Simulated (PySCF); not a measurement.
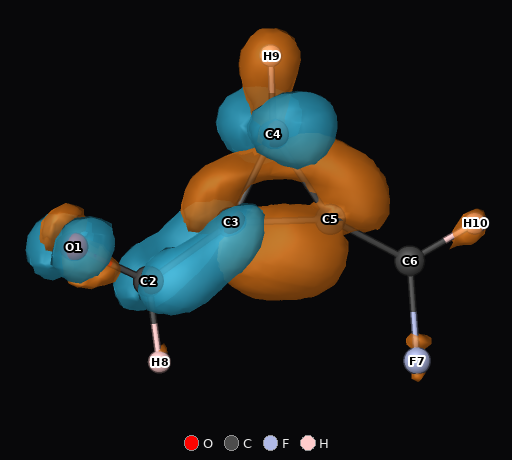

C5H3FO, SMILES `O=CC1=CC/1=C/F`. Unrelaxed difference density of S₃ less the ground state (full linear response singlet states), ±0.05 e/Å³; light blue: gain, orange: loss.

Computed with PySCF, CAM-B3LYP/6-31+G*, geometry: GFN2-xTB. No frequency check shows the geometry to be a minimum.

Q: How does the charge move on excitation?

A: 0.74 e is displaced in all, of which about 0.4 e passes between atoms: C5 (0.25 e) and C3 (0.05 e) lose electrons and C4 (0.15 e) and C2 (0.14 e) gain them. The state: 5.63 eV (220 nm), f = 0.000 (dark), σ → π*; the leading pair carries 96 %; hole on C5 (30 %), C3 (26 %) and C4 (14 %), electron on C4 (29 %), C3 (21 %) and C2 (19 %); their centroids lie 0.9 Å apart.

The PySCF run took 5.1 min on 1 thread of AMD EPYC 9R45 96-Core Processor (Zen 5) (shared host), peak memory 0.83 GiB.
